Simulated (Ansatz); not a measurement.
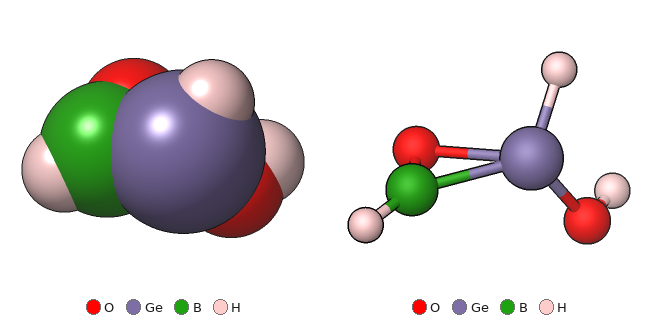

Both panels show the same species.

The computed structure is the end point of a PBE0-D4/def2-TZVP optimisation.

**Count the atoms of each element.**

BGeH3O2, 7 atoms: 1 boron, 1 germanium, 3 hydrogen and 2 oxygen.

**Name some functional groups or characteristic bonds that it holds.**

Among them: B–H bond.

**Which point group does it belong to?**

C1.

**How many atoms are distinct by symmetry?**

7: 1 O, 1 Ge, 1 B, 1 O, 1 H, 1 H, 1 H.

**Give a SMILES string for it.**

[OH][Ge@@H]1[BH][O]1

More results for the same structure follow; atom numbers are the same in all pictures, views and colours differ.

### Shape

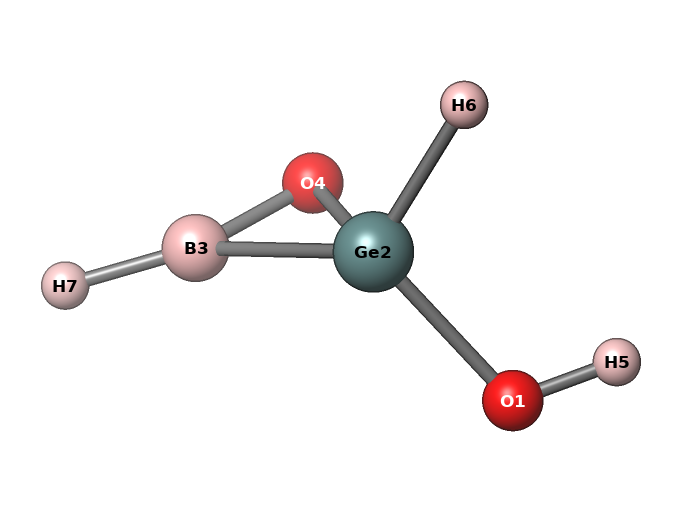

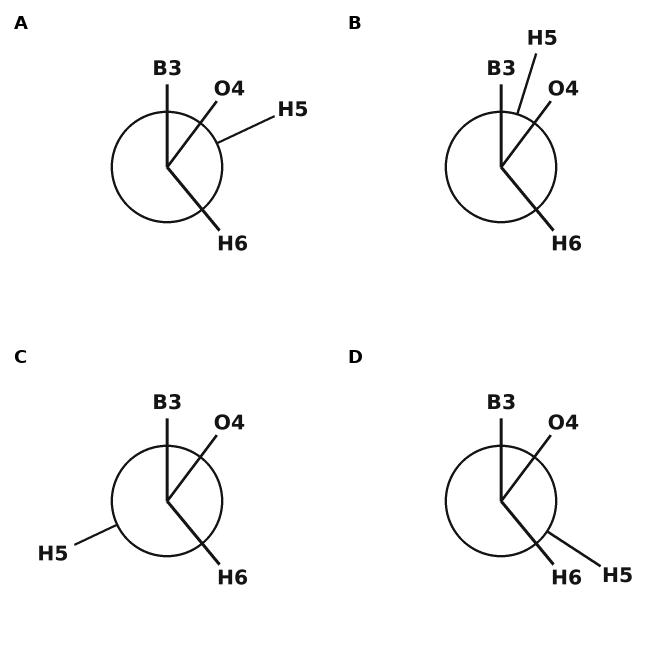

Distant atoms are faded towards the background colour. Bonds that would overlap in a projection are set slightly apart.

**Which Newman projection shows the view along Ge2–O1, with Ge2 in front?**

D. The torsion angle O4–Ge2–O1–H5 is 87°, about perpendicular.

### Levels of theory compared

Program: Ansatz 0.2.0.

At this fixed geometry, give HOMO energy (eV) at these levels: B3LYP-D4/def2-TZVPP; BHLYP-D4/def2-TZVPP; PBE0-D4/def2-SVP; r2SCAN-D4/def2-TZVPP; revPBE-D4/def2-TZVPP; ωB97M-V/def2-QZVPP; ωB97M-V/def2-SVP; ωB97M-V/def2-TZVPP; ωB97X-V/def2-TZVPP.

```csv
level,HOMO energy (eV)
B3LYP-D4/def2-TZVPP,−6.97
BHLYP-D4/def2-TZVPP,−8.13
PBE0-D4/def2-SVP,−7.04
r2SCAN-D4/def2-TZVPP,−6.27
revPBE-D4/def2-TZVPP,−5.98
ωB97M-V/def2-QZVPP,−9.24
ωB97M-V/def2-SVP,−9.09
ωB97M-V/def2-TZVPP,−9.20
ωB97X-V/def2-TZVPP,−9.31
```

### Dipole moment

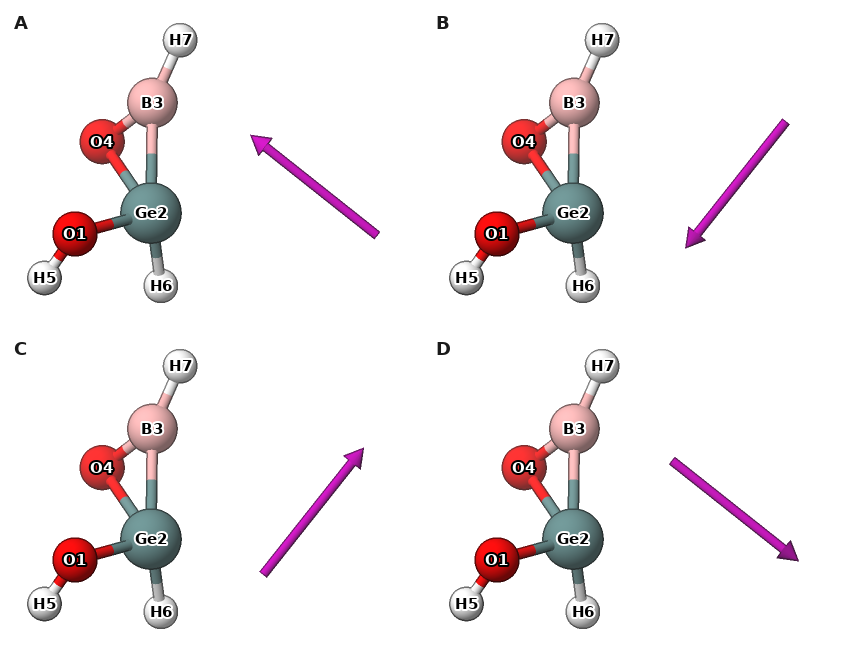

The same molecule four times, each with an arrow. Method: RKS B3LYP-D4/def2-TZVPP (Ansatz 0.2.0).

**Which arrow points along the dipole moment, from the negative to the positive end?**

D. The dipole moment is 1.49 D; it points from the side of O4, H7 to the side of H6 (the outermost atoms at the two ends).

### Vibrations

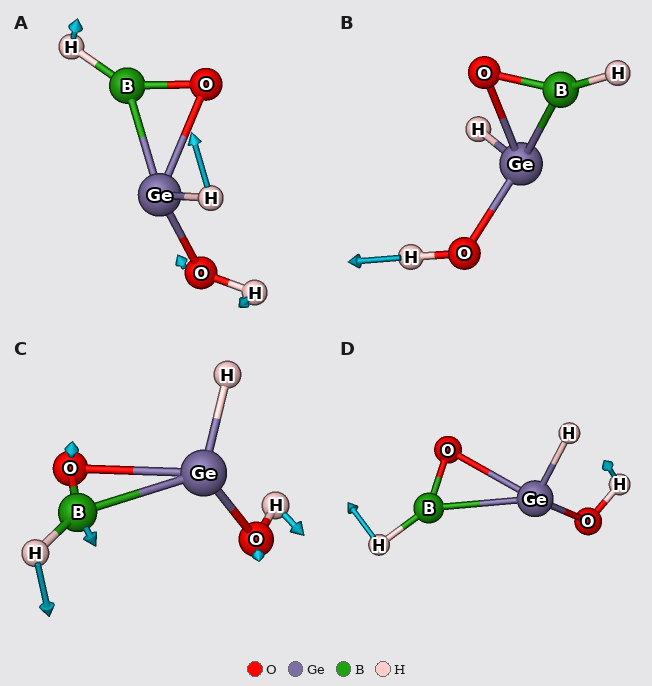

4 normal modes of one molecule or complex, as arrows. Harmonic vibrations computed with RKS PBE0-D4/def2-TZVP (Ansatz 0.2.0) at a stationary point of the same level.

**Match the panels to the wavenumbers 207 cm⁻¹, 703 cm⁻¹, 890 cm⁻¹, 3884 cm⁻¹.**

A: 703 cm⁻¹
B: 3884 cm⁻¹, O–H stretching
C: 207 cm⁻¹
D: 890 cm⁻¹, angle bending
